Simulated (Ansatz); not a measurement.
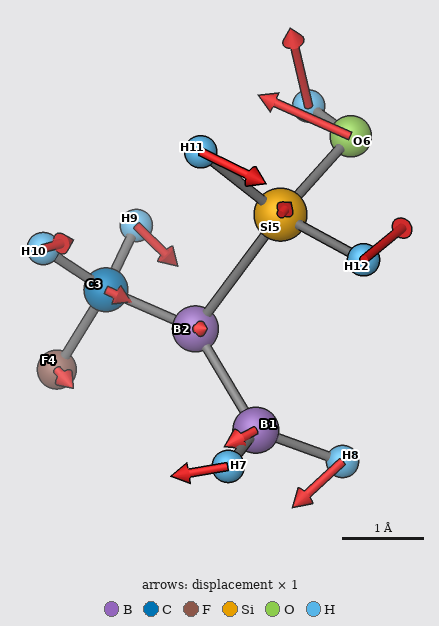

This is a relaxation of CH7B2FOSi. The starting structure is drawn; red arrows show the displacements, at their true length. The two geometries are superimposed by the best rigid fit.

A ball-and-stick model, seen from a free direction.

The start comes from PBE-D4/def2-SVP.

These are results of RKS PBE0-D4/def2-TZVP (Ansatz 0.2.0), not measurements.

The input:
```yaml
crystal:
  periodic: [false, false, false]
  atoms:
    - {symbol: B, position_ang: [-1.654809, -0.896157, 0.425146]}
    - {symbol: B, position_ang: [-0.127685, -0.432605, 0.488356]}
    - {symbol: C, position_ang: [1.196776, -0.458043, 1.301916]}
    - {symbol: F, position_ang: [1.114421, -1.022393, 2.570348]}
    - {symbol: Si, position_ang: [-0.134191, 0.507743, -1.358076]}
    - {symbol: O, position_ang: [0.175416, 2.157111, -1.138976]}
    - {symbol: H, position_ang: [-1.974001, -1.909464, -0.180943]}
    - {symbol: H, position_ang: [-2.567668, -0.149118, 0.740415]}
    - {symbol: H, position_ang: [1.639538, 0.566158, 1.393175]}
    - {symbol: H, position_ang: [1.942610, -1.034269, 0.693210]}
    - {symbol: H, position_ang: [0.893067, -0.179057, -2.233167]}
    - {symbol: H, position_ang: [-1.445476, 0.457345, -2.083001]}
    - {symbol: H, position_ang: [0.962301, 2.357949, -0.603405]}
basis:
  gaussian: {orbitals: def2-TZVP}
hamiltonian: {xc: pbe0, dispersion: d4}
relax: {f_tol: 0.005, max_steps: 150}
```

Command:
```bash
ansatz run in.yaml --threads 4 --pin off --events-out ev --progress --plain --max-ram 10444MiB
```

> What happened in the run?

The energy falls by 15.5 kJ/mol in 63 accepted moves (73 points after the start). Largest force component: 0.82 eV/Å at the start, 0.0027 eV/Å at the end. The line search rejected the trial steps at points 4, 12, 31, 41, 43, 48, 54, 57 and more of the run. H12 moves most after the best rigid fit: 1.44 Å. Largest moves by element: H 1.44 Å, O 1.27 Å, B 0.49 Å, F 0.38 Å, C 0.37 Å, Si 0.30 Å. Among the contacts that change: B2–Si5 2.072 → 2.020 Å, Si5–O6 1.692 → 1.657 Å, B1–B2 1.597 → 1.628 Å, B1–H7 1.223 → 1.199 Å. Among the angles between lasting bonds that change: B1–B2–Si5 95.4° → 120.2°, B1–B2–C3 146.2° → 124.9°, O6–Si5–H12 104.8° → 110.7°. Groups turn about Si5–O6 by about 130°, B2–Si5 by about 60°.
